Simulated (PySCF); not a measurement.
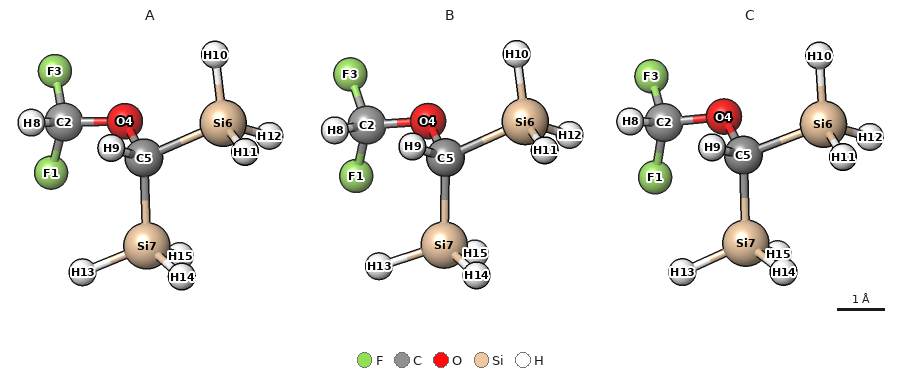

3 geometries from one relaxation of C2H8F2OSi2, in shuffled order. The picture is a ball-and-stick view, seen at a tilt.

The start comes from GFN2-xTB. Its atoms were then displaced at random by about 0.01 Å.

Theory: PBE0-D3(BJ)/def2-SVP geometry optimisation, gas phase (PySCF). 

Order the frames from highest to lowest energy.

B, A, C. They are steps 0, 1, 8, at +4.49 kcal/mol, +0.62 kcal/mol relative to the last. After 8 geometry steps the energy has fallen by 4.49 kcal/mol. The largest move after the best rigid fit is that of H8, 0.22 Å. Largest moves by element: H 0.22 Å, F 0.15 Å, O 0.13 Å, C 0.09 Å, Si 0.07 Å. Near-neighbour distances that change, for instance: Si7–H14 1.438 → 1.496 Å, Si6–H12 1.450 → 1.492 Å, Si7–H15 1.455 → 1.490 Å, C2–F3 1.357 → 1.329 Å. Bond angles that change, for instance: Si6–C5–Si7 117.0° → 111.5°, O4–C5–Si6 101.6° → 105.4°, H14–Si7–H15 113.2° → 109.5°.
